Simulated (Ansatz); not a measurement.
The figure comes from a scan of Se (trigonal-Se type, space group P3_121): one Se atom of a 6-atom cell moves by s along Cartesian z, with its periodic images. Calculation: PBE (plane waves to 420 eV, PAW, scalar-relativistic; Ansatz, an electronic-structure program). k mesh 7×7×5 (Γ-centred), Fermi-Dirac smearing 0.05 eV. E stands for the smeared free energy. Se was relaxed with its symmetry unable to fall. The PAW data are Ansatz's earlier set. ΔE is measured from the undisplaced structure.

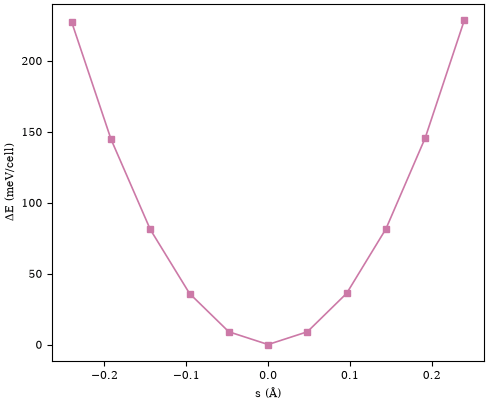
*ΔE (meV/cell) against s (Å); one marker a computed point.*

Problem. Read the plotted values off the figure, to the accuracy that the plot allows.

Solution. To the nearest 5:

```
s (Å)   ΔE (meV/cell)
------  -------------
-0.240            225
-0.192            145
-0.144             80
-0.096             35
-0.048             10
0.000               0
0.048              10
0.096              35
0.144              80
0.192             145
0.240             230
```

(A displaced cell: forces are minus the slopes of the energy, force constants its curvatures, and phonons follow from these.)
